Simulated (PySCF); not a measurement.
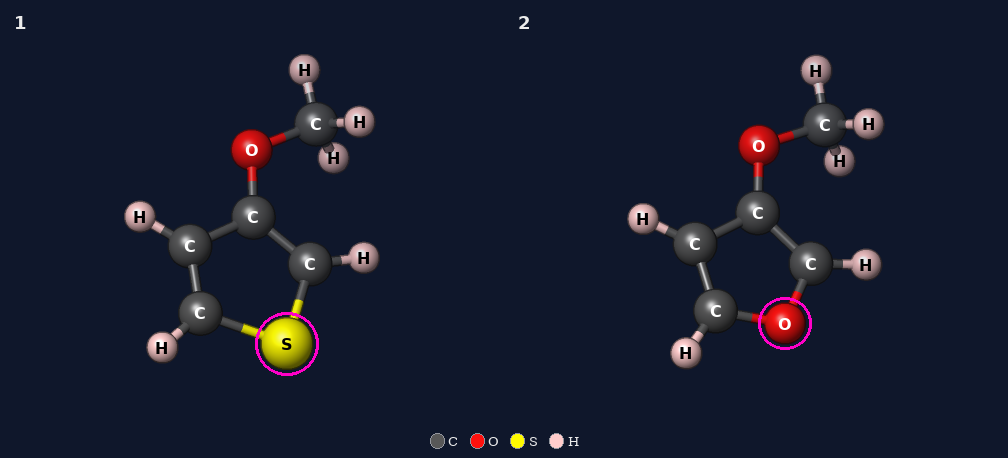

2 molecules with one skeleton, seen from the same side and at one scale; the atom that differs is circled. Charge 0, singlet. Computed geometries: GFN2-xTB optimisations, one conformation each. Properties computed with PySCF 2.14.0.

One atom differs, called X below: S in panel 1, O in panel 2. Their formulas are C5H6OS (`COc1ccsc1`), C5H6O2 (`COc1ccoc1`).

In which is the mean length of X–C larger (GFN2-xTB)?

Answer. In panel 1 (X = S).

In which is the angle C–X–C larger (GFN2-xTB)?

Answer. In panel 2 (X = O).

Give the values. With GFN2-xTB: mean length of X–C (Å), angle C–X–C (°). With PBE0/pcSseg-1: dipole moment (D), HOMO energy (Kohn–Sham orbital) (eV), HOMO–LUMO gap (eV), Hirshfeld charge of X (e), mean GIAO shielding of the 2 C atoms bonded to X (ppm).

| quantity | 1 (S) | 2 (O) | 2 − 1 |
| --- | --- | --- | --- |
| mean length of X–C (Å) | 1.721 | 1.346 | −0.375 |
| angle C–X–C (°) | 91.3 | 107.2 | +15.9 |
| dipole moment (D) | 1.15 | 1.06 | −0.09 |
| HOMO energy (Kohn–Sham orbital) (eV) | −6.35 | −6.30 | +0.05 |
| HOMO–LUMO gap (eV) | 6.15 | 6.78 | +0.63 |
| Hirshfeld charge of X (e) | 0.09 | −0.07 | −0.16 |
| mean GIAO shielding of the 2 C atoms bonded to X (ppm) | 69.6 | 51.0 | −18.6 |
